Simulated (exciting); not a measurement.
## LuSF: the F K edge from the Bethe–Salpeter equation

Wanted: the near-edge spectrum and the bound core excitons at the F K edge of LuSF.

Method: X-ray absorption, core-level Bethe-Salpeter equation, exchange and statically screened direct term, Tamm-Dancoff, all-electron LAPW+lo LDA, in exciting sodium.

## 1. Set-up

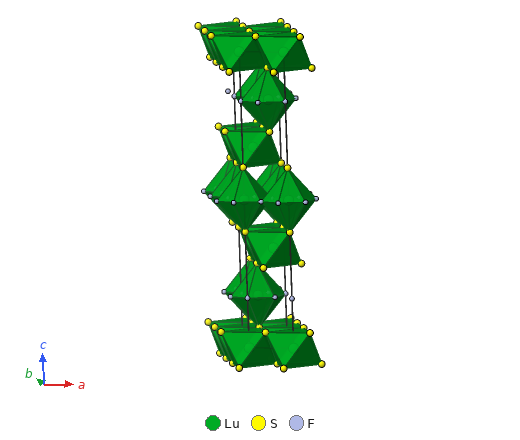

The starting structure, seen slightly off an axis (lutetium green, sulfur yellow, fluorine light blue). 1×2×1 cells are drawn. This picture shows the conventional cell, with its axes. Bonds to atoms that aren't drawn are left out. Some periodic images of atoms are drawn too.

Structure file:

```cif
data_structure
_symmetry_space_group_name_H-M 'R-3m:H'
_symmetry_Int_Tables_number 166
_cell_length_a 3.9746
_cell_length_b 3.9746
_cell_length_c 24.6290
_cell_angle_alpha 90.000
_cell_angle_beta 90.000
_cell_angle_gamma 120.000
_cell_volume 336.95
loop_
_atom_site_label
_atom_site_type_symbol
_atom_site_symmetry_multiplicity
_atom_site_Wyckoff_symbol
_atom_site_fract_x
_atom_site_fract_y
_atom_site_fract_z
_atom_site_occupancy
Lu1 Lu 3 a 0.00000 0.00000 0.00000 1
Lu2 Lu 3 b 0.66667 0.33333 0.83333 1
S1 S 6 c 0.66667 0.33333 0.94223 1
F1 F 6 c 0.00000 0.00000 0.83270 1
```

Differences between curves are given as r.m.s. difference over r.m.s. height.

## 2. The self-consistent potential

The species files are the program's own, with muffin-tin radii set in the input.

Input file input.xml:

```
<input>
  <title>LuSF</title>
  <structure speciespath="." autormt="false" epslat="1.0e-5">
    <crystal>
      <basevect>3.7554527268 2.1682116428 15.5140215717</basevect>
      <basevect>-3.7554527268 2.1682116428 15.5140215717</basevect>
      <basevect>0.0000000000 -4.3364232854 15.5140215717</basevect>
    </crystal>
    <species speciesfile="Lu.xml" rmt="2.240">
      <atom coord="0.0000000000 0.0000000000 0.0000000000"/>
      <atom coord="0.5000000000 0.5000000000 0.5000000000"/>
    </species>
    <species speciesfile="S.xml" rmt="2.300">
      <atom coord="0.6089000000 0.6089000000 0.6089000000"/>
      <atom coord="0.3911000000 0.3911000000 0.3911000000"/>
    </species>
    <species speciesfile="F.xml" rmt="1.966">
      <atom coord="0.8327000000 0.8327000000 0.8327000000"/>
      <atom coord="0.1673000000 0.1673000000 0.1673000000"/>
    </species>
  </structure>
  <groundstate do="fromscratch" xctype="LDA_PW" ngridk="3 3 3" rgkmax="7" gmaxvr="14" nempty="8" swidth="0.001" maxscl="100" epsengy="1e-5"/>
</input>
```

The run is started by

```bash
OMP_NUM_THREADS=1 mpirun -n 4 exciting
```

Numbers of over 12 decimals in the logs are rounded to 6 here.

The log of the run:

```text
EXCITING SODIUM started
********************************************************************************
* Ground-state run starting from atomic densities                              *
********************************************************************************
+ Starting initialization                                                      +
[... lattice and species ...]
 Spin treatment                             :    spin-unpolarised
 Number of Bravais lattice symmetries       :      12
[...]
+ Self-consistent loop stopped                                                 +
 STATE.OUT is written
********************************************************************************
* Groundstate module stopped                                                   *
********************************************************************************
 Total time spent (seconds)                 :        74.35
- CAUTION! Warnings have been written in file WARNING.OUT !                    -
| EXCITING SODIUM stopped                                                      =
[key lines of the parts left out:]
Total energy                               :    -30139.82751795
Fermi energy                               :         0.19404847
```

Elapsed: 75 s, on 4 MPI ranks of Arm Neoverse V1, shared host.

The warnings file holds hints only, no warning.

The mesh shows a gap of 2.51 eV. Core levels (Dirac, from the valence top):

```csv
atom,level,energy (eV)
F,1s1/2,-650.0
```

## 3. A richer basis for the empty states

Each species file gets more local orbitals, built from u and its energy derivative at 0.15 Ha and u at 0.9 Ha.

input.xml is that of step 2.

Input file SPECIES.xml, added lines:

```
<lo l="L">  <!-- L = 0, 1, 2, and 3 from Cs on -->
  <wf matchingOrder="0" trialEnergy="0.1500" searchE="false"/>
  <wf matchingOrder="1" trialEnergy="0.1500" searchE="false"/>
  <wf matchingOrder="0" trialEnergy="0.9000" searchE="false"/>
</lo>
```

The run is started by

```bash
OMP_NUM_THREADS=1 mpirun -n 4 exciting
```

The log of the run:

```text
EXCITING SODIUM started
********************************************************************************
* Ground-state run starting from atomic densities                              *
********************************************************************************
+ Starting initialization                                                      +
[... lattice and species ...]
 Spin treatment                             :    spin-unpolarised
 Number of Bravais lattice symmetries       :      12
[...]
+ Self-consistent loop stopped                                                 +
 STATE.OUT is written
********************************************************************************
* Groundstate module stopped                                                   *
********************************************************************************
 Total time spent (seconds)                 :        86.02
- CAUTION! Warnings have been written in file WARNING.OUT !                    -
| EXCITING SODIUM stopped                                                      =
[key lines of the parts left out:]
Total energy                               :    -30139.83016687
Fermi energy                               :         0.19440450
```

Run time: 87 s. Hardware: 4 MPI ranks.

Against the first ground state the total energy moves by -12 meV an atom and the gap by 0.00 eV.

## 4. Screening, kernels and BSE for F atom 5

The absorber has 3 Lu at 2.29 Å and 3 F at 2.29 Å (6-fold, site symmetry 3m).

Edit input.xml of step 3 so:

```diff
@@ -21,3 +21,20 @@
   </structure>
-  <groundstate do="fromscratch" xctype="LDA_PW" ngridk="3 3 3" rgkmax="7" gmaxvr="14" nempty="8" swidth="0.001" maxscl="100" epsengy="1e-5"/>
+  <groundstate do="skip" xctype="LDA_PW" ngridk="3 3 3" rgkmax="7" gmaxvr="14" nempty="8" swidth="0.001" maxscl="100" epsengy="1e-5"/>
+  <xs xstype="BSE" ngridk="3 3 3" ngridq="3 3 3" vkloff="0.097 0.273 0.493" rgkmax="7" nempty="52" gqmax="3" lmaxapwwf="5" lmaxemat="2" broad="0.01654" tevout="true">
+    <energywindow intv="23.537 25.154" points="439"/>
+    <screening screentype="full" nempty="80"/>
+    <BSE xas="true" xasspecies="3" xasatom="1" xasedge="K" bsetype="singlet" nstlxas="1 48"/>
+    <qpointset>
+      <qpoint>0 0 0</qpoint>
+    </qpointset>
+    <plan>
+      <doonly task="xsgeneigvec"/>
+      <doonly task="writepmatxs"/>
+      <doonly task="scrgeneigvec"/>
+      <doonly task="scrwritepmat"/>
+      <doonly task="screen"/>
+      <doonly task="scrcoulint"/>
+      <doonly task="exccoulint"/>
+    </plan>
+  </xs>
 </input>
```

Input file input.xml for the last start (plan only):

```
  <plan>
    <doonly task="bse"/>
  </plan>
```

The run is started by

```bash
OMP_NUM_THREADS=1 mpirun -n 4 exciting
OMP_NUM_THREADS=4 exciting
```

The log of the run:

```text
| EXCITING SODIUM started for task xsgeneigvec ( 301)                          =
One-shot GS runs for BSE calculations
One-shot GS runs for k+qmt/2 grids
Info(xsgeneigvec): Generating eigenvectors for Q-point      1
Info(xsgeneigvec): Generation of eigenvectors finished
| EXCITING SODIUM started for task writepmatxs ( 320)                          =
Info(writepmatxs): Momentum matrix elements finished
| EXCITING SODIUM started for task scrgeneigvec ( 401)                         =
One-shot GS runs for BSE calculations
One-shot GS runs for k+qmt/2 grids
[...]
Info(setup_bse_block): Setting up RR part of hamiltonian
Info(setup_bse_block): Singlet spin state
Info(bse): Diagonalizing RR Hamiltonian (TDA)
Info(bse): Invoking Lapack routine ZHEEVR
      2592 eigen solutions found in the interval:
         i1=       1 i2=    2592
Info(bse): Writing excition energies and oscillator strengths to text file.
Info(makespectrum_dist): Making spectrum using formula for coupling with time reversed AR basis.
Info(makespectrum_dist): Using formalism for vanishing momentum transfer.
Info(writederived): Writing quantities derived from the macroscopic dielectric function.
Info(bselauncher): Spectrum finished for iqmt=  1
Info(bselauncher): All done for BSE type singlet
```

Wall time 27 min (4 MPI ranks).

Wall time by task: xsgeneigvec 17 s, writepmatxs 8.7 s, scrgeneigvec 13 s, scrwritepmat 7 s, screen 7.8 min, scrcoulint 10 min, exccoulint 7.9 min, bse 11 s.

The F K spectrum of F atom 5 (energy from the Kohn–Sham onset, core level to the lowest empty state found on the meshes used, 652.42 eV; the shifted mesh sets it, since it comes nearer the band minimum than the ground-state mesh; Im ε scaled to the maximum of the singlet run; cut below the end of the band set):

```csv
E (eV),isotropic,ε ⊥ c,ε ∥ c
-4.0,0.02,0.01,0.02
-3.0,0.02,0.02,0.04
-2.0,0.04,0.02,0.08
-1.0,0.14,0.04,0.33
0.0,0.40,0.07,1.06
1.0,0.24,0.18,0.34
2.0,0.55,0.75,0.14
3.0,0.77,1.09,0.14
4.0,0.36,0.47,0.14
5.0,0.26,0.30,0.17
6.0,0.26,0.26,0.25
7.0,0.23,0.17,0.37
8.0,0.14,0.10,0.23
9.0,0.11,0.09,0.13
10.0,0.09,0.09,0.09
11.0,0.11,0.12,0.10
12.0,0.15,0.15,0.16
13.0,0.25,0.24,0.27
14.0,0.28,0.30,0.25
15.0,0.28,0.30,0.23
16.0,0.19,0.21,0.16
17.0,0.14,0.15,0.13
18.0,0.12,0.12,0.12
19.0,0.15,0.15,0.16
20.0,0.17,0.16,0.17
21.0,0.14,0.14,0.14
```

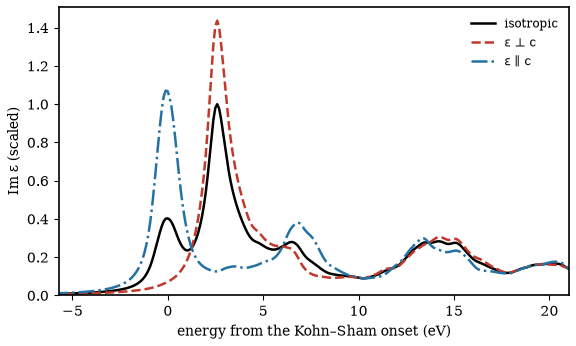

The F K edge of F atom 5.

Maxima (height): 0.0 eV (0.40), 2.6 eV (1.00), 6.5 eV (0.28), 14.2 eV (0.28) and 20.3 eV (0.17).

The Hamiltonian has 2592 rows. The lowest groups of eigenvalues and the brightest ones, on the scale above. Core spinors bring spin-forbidden partners, so dark means forbidden by spin or by symmetry, and the shifted mesh splits states that symmetry would keep together:

```csv
energy (eV),states within 10 meV,relative strength
-0.556,2,0.40
-0.494,2,0.056
-0.374,2,0.021
-0.283,2,0.058
-0.205,1,dark
-0.194,1,0.95
0.236,2,0.56
2.387,2,0.39
2.433,2,0.64
2.560,1,1.00
2.581,2,0.45
```

## 5. Independent particles

Edit input.xml of step 4 so:

```diff
@@ -25,3 +25,3 @@
     <screening screentype="full" nempty="80"/>
-    <BSE xas="true" xasspecies="3" xasatom="1" xasedge="K" bsetype="singlet" nstlxas="1 48"/>
+    <BSE xas="true" xasspecies="3" xasatom="1" xasedge="K" bsetype="IP" nstlxas="1 48"/>
     <qpointset>
@@ -30,9 +30,3 @@
     <plan>
-      <doonly task="xsgeneigvec"/>
-      <doonly task="writepmatxs"/>
-      <doonly task="scrgeneigvec"/>
-      <doonly task="scrwritepmat"/>
-      <doonly task="screen"/>
-      <doonly task="scrcoulint"/>
-      <doonly task="exccoulint"/>
+      <doonly task="bse"/>
     </plan>
```

The run is started by

```bash
OMP_NUM_THREADS=4 exciting
```

The log of the run:

```text
| EXCITING SODIUM started for task bse ( 445)                                  =
Info(bselauncher): Init time:    2.031407
Info(bselauncher): Setting up and diagonalizing BSE Hamiltonian.
Info(bselauncher): Using momentum transfer vectors from list :   1 to  1
Info(bselauncher): Distributing qmt-points over   1 processes.
Info(bselauncher): BSE type: IP
Info(bselauncher): Momentum transfer list index: iqmt=  1
Info(bselauncher): Momentum transfer: vqmtl=   0.000   0.000   0.000
Info(bse): Inspecting occupations...
Info(setranges_modxs): Number of non-reduced k-points:       27
[...]
highest unoccupied state:  86
  Opening gap with a scissor of:      0.000/H      0.000/eV
Info(select_transitions): Number of participating transitions:    2592
Info(bse): Selecting transitions...
Info(bse):bsegap (eV):   652.420322
Info(bse): IP requested, nothing much to do
Info(bse): Writing excition energies and oscillator strengths to text file.
Info(makespectrum_dist): Making spectrum using formula for coupling with time reversed AR basis.
Info(makespectrum_dist): Using formalism for vanishing momentum transfer.
Info(writederived): Writing quantities derived from the macroscopic dielectric function.
Info(bselauncher): Spectrum finished for iqmt=  1
Info(bselauncher): All done for BSE type IP
```

The job ended after 3 s (4 threads).

Maxima (height): 2.2 eV (0.26), 5.8 eV (0.54), 7.7 eV (0.43) and 16.3 eV (0.34). The spectrum differs from the singlet run by 71 % r.m.s. Moving the earlier curve by +2.8 eV leaves 37 %. The highest maximum lies at 5.8 eV (0.54), against 2.6 eV (1.00).

## 6. Exchange alone

Edit input.xml of step 5 so:

```diff
@@ -25,3 +25,3 @@
     <screening screentype="full" nempty="80"/>
-    <BSE xas="true" xasspecies="3" xasatom="1" xasedge="K" bsetype="IP" nstlxas="1 48"/>
+    <BSE xas="true" xasspecies="3" xasatom="1" xasedge="K" bsetype="RPA" nstlxas="1 48"/>
     <qpointset>
```

The run is started by

```bash
OMP_NUM_THREADS=4 exciting
```

The log of the run:

```text
| EXCITING SODIUM started for task bse ( 445)                                  =
Info(bselauncher): Init time:    2.040292
Info(bselauncher): Setting up and diagonalizing BSE Hamiltonian.
Info(bselauncher): Using momentum transfer vectors from list :   1 to  1
Info(bselauncher): Distributing qmt-points over   1 processes.
Info(bselauncher): BSE type: RPA
Info(bselauncher): Momentum transfer list index: iqmt=  1
Info(bselauncher): Momentum transfer: vqmtl=   0.000   0.000   0.000
Info(bse): Inspecting occupations...
Info(setranges_modxs): Number of non-reduced k-points:       27
[...]
Info(setup_bse_block): Setting up RR part of hamiltonian
Info(setup_bse_block): Using RPA approximation
Info(bse): Diagonalizing RR Hamiltonian (TDA)
Info(bse): Invoking Lapack routine ZHEEVR
      2592 eigen solutions found in the interval:
         i1=       1 i2=    2592
Info(bse): Writing excition energies and oscillator strengths to text file.
Info(makespectrum_dist): Making spectrum using formula for coupling with time reversed AR basis.
Info(makespectrum_dist): Using formalism for vanishing momentum transfer.
Info(writederived): Writing quantities derived from the macroscopic dielectric function.
Info(bselauncher): Spectrum finished for iqmt=  1
Info(bselauncher): All done for BSE type RPA
```

Run time: 12 s. Hardware: 4 threads.

Maxima (height): 2.3 eV (0.26), 5.8 eV (0.53), 7.7 eV (0.43) and 16.3 eV (0.34). Against the independent-particle run the r.m.s. difference is 2 %.

## 7. Direct term alone

Edit input.xml of step 6 so:

```diff
@@ -25,3 +25,3 @@
     <screening screentype="full" nempty="80"/>
-    <BSE xas="true" xasspecies="3" xasatom="1" xasedge="K" bsetype="RPA" nstlxas="1 48"/>
+    <BSE xas="true" xasspecies="3" xasatom="1" xasedge="K" bsetype="triplet" nstlxas="1 48"/>
     <qpointset>
```

The run is started by

```bash
OMP_NUM_THREADS=4 exciting
```

The log of the run:

```text
| EXCITING SODIUM started for task bse ( 445)                                  =
Info(bselauncher): Init time:    2.024646
Info(bselauncher): Setting up and diagonalizing BSE Hamiltonian.
Info(bselauncher): Using momentum transfer vectors from list :   1 to  1
Info(bselauncher): Distributing qmt-points over   1 processes.
Info(bselauncher): BSE type: triplet
Info(bselauncher): Momentum transfer list index: iqmt=  1
Info(bselauncher): Momentum transfer: vqmtl=   0.000   0.000   0.000
Info(bse): Inspecting occupations...
[...]
Info(setup_bse_block): Setting up RR part of hamiltonian
Info(setup_bse_block): Triplet spin state
Info(bse): Diagonalizing RR Hamiltonian (TDA)
Info(bse): Invoking Lapack routine ZHEEVR
      2592 eigen solutions found in the interval:
         i1=       1 i2=    2592
Info(bse): Writing excition energies and oscillator strengths to text file.
Info(makespectrum_dist): Making spectrum using formula for coupling with time reversed AR basis.
Info(makespectrum_dist): Using formalism for vanishing momentum transfer.
Info(writederived): Writing quantities derived from the macroscopic dielectric function.
Info(bselauncher): Spectrum finished for iqmt=  1
Info(bselauncher): All done for BSE type triplet
```

Elapsed: 12 s, on 4 threads.

Maxima (height): -0.1 eV (0.41), 2.6 eV (1.02), 6.5 eV (0.28), 14.2 eV (0.28) and 20.3 eV (0.16). The spectrum differs from the singlet run by 4 % r.m.s.

## 8. Another input

In this try the input is made faulty on purpose, to show what that does.

Edit input.xml of step 7 so:

```diff
@@ -24,4 +24,4 @@
     <energywindow intv="23.537 25.154" points="439"/>
-    <screening screentype="full" nempty="80"/>
-    <BSE xas="true" xasspecies="3" xasatom="1" xasedge="K" bsetype="triplet" nstlxas="1 48"/>
+    <screening screentype="full" nempty="3"/>
+    <BSE xas="true" xasspecies="3" xasatom="1" xasedge="K" bsetype="singlet" nstlxas="1 48"/>
     <qpointset>
@@ -30,3 +30,6 @@
     <plan>
-      <doonly task="bse"/>
+      <doonly task="scrgeneigvec"/>
+      <doonly task="scrwritepmat"/>
+      <doonly task="screen"/>
+      <doonly task="scrcoulint"/>
     </plan>
```

Input file input.xml for the last start (plan only):

```
  <plan>
    <doonly task="bse"/>
  </plan>
```

The run is started by

```bash
OMP_NUM_THREADS=1 mpirun -n 4 exciting
OMP_NUM_THREADS=4 exciting
```

The log of the run:

```text
| EXCITING SODIUM started for task scrgeneigvec ( 401)                         =
One-shot GS runs for BSE calculations
One-shot GS runs for k+qmt/2 grids
Info(xsgeneigvec): Generating eigenvectors for Q-point      1
Using screening GS parameters.
Info(xsgeneigvec): Generation of eigenvectors finished
| EXCITING SODIUM started for task scrwritepmat ( 420)                         =
Info(writepmatxs): Momentum matrix elements finished
Info(scrwritepmat): Momentum matrix elements for screening finished
| EXCITING SODIUM started for task screen ( 430)                               =
[...]
Info(setup_bse_block): Setting up RR part of hamiltonian
Info(setup_bse_block): Singlet spin state
Info(bse): Diagonalizing RR Hamiltonian (TDA)
Info(bse): Invoking Lapack routine ZHEEVR
      2592 eigen solutions found in the interval:
         i1=       1 i2=    2592
Info(bse): Writing excition energies and oscillator strengths to text file.
Info(makespectrum_dist): Making spectrum using formula for coupling with time reversed AR basis.
Info(makespectrum_dist): Using formalism for vanishing momentum transfer.
Info(writederived): Writing quantities derived from the macroscopic dielectric function.
Info(bselauncher): Spectrum finished for iqmt=  1
Info(bselauncher): All done for BSE type singlet
```

The job ended after 12 min (4 MPI ranks).

The input has a fault: far too few empty states in the screening. Against the singlet run the r.m.s. difference is 114 %. Moving the earlier curve by -2.7 eV leaves 53 %. The highest maximum lies at -0.1 eV (1.75), against 2.6 eV (1.00). The first bright state moves from -0.56 to -2.27 eV. Too few states underscreen, so the attraction is too strong.

```csv
E (eV),first run,this run
-5.0,0.01,0.04
-4.0,0.02,0.07
-3.0,0.02,0.24
-2.0,0.04,0.63
-1.0,0.14,0.48
0.0,0.40,1.72
1.0,0.24,0.37
2.0,0.55,0.16
3.0,0.77,0.14
4.0,0.36,0.14
5.0,0.26,0.16
6.0,0.26,0.15
7.0,0.23,0.09
8.0,0.14,0.07
9.0,0.11,0.08
10.0,0.09,0.09
11.0,0.11,0.15
12.0,0.15,0.22
13.0,0.25,0.22
14.0,0.28,0.16
15.0,0.28,0.12
16.0,0.19,0.08
17.0,0.14,0.07
18.0,0.12,0.09
19.0,0.15,0.10
20.0,0.17,0.09
21.0,0.14,0.06
```

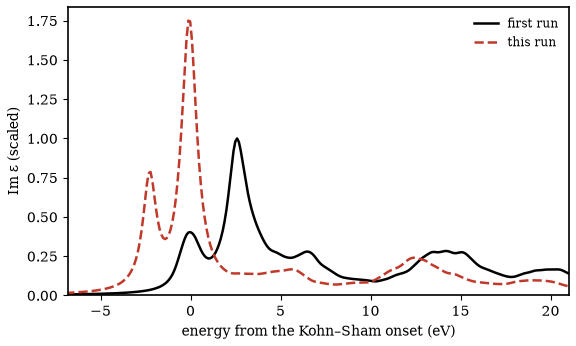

This run beside the first singlet run.

(Part 1 of 2 ends here.)

[Banner, clock and machine lines of the logs are left out without a mark of their own.]

[Logs are printed without paths, hosts, clocks, repeated set-up lines and the standing remarks that a program may print on its own settings, such as how far it seeks lower states.]

[Hosts, paths, dates, database ids (printed as entryN), source tags and the programs' standing remarks are cut or masked in the printed files.]
